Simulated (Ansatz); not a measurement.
Crystal: Li2As5, the geometry relaxed with DFT PBE, scalar-relativistic, plane waves, PAW (Ansatz); the starting structure was generated, so it need not be a known form of this composition.

```
Li As
1.0
     4.72582    0.00000    0.00000
    -2.36291    4.09268    0.00000
     0.00000    0.00000    7.94581
Li As
2 5
Direct
  0.33333 0.66667 0.00000
  0.66667 0.33333 0.00000
  0.33333 0.66667 0.31976
  0.66667 0.33333 0.31976
  0.66667 0.33333 0.68024
  0.33333 0.66667 0.68024
  0.00000 0.00000 0.50000
```

### What does its first Brillouin zone look like, and which path through it is standard?

It has a primitive hexagonal lattice (hP; extended symbol hP2). The zone is a hexagonal prism in its combinatorial type: 8 faces (6 with 4 edges, 2 with 6 edges), 18 edges, 12 vertices. Path: Γ–M–K–Γ–A–L–H–A | L–M | H–K.

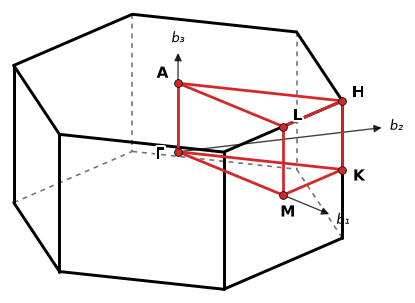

Labels and path follow the convention of Hinuma et al. (2017), as computed by seekpath; the arrows show the directions of the reciprocal primitive vectors b₁, b₂, b₃, in which coordinates are given; lengths include the factor 2π.

| point | k₁ | k₂ | k₃ | length of k (1/Å) |
| --- | --- | --- | --- | --- |
| Γ | 0 | 0 | 0 | 0.000 |
| A | 0 | 0 | 1/2 | 0.395 |
| K | 1/3 | 1/3 | 0 | 0.886 |
| H | 1/3 | 1/3 | 1/2 | 0.971 |
| M | 1/2 | 0 | 0 | 0.768 |
| L | 1/2 | 0 | 1/2 | 0.863 |
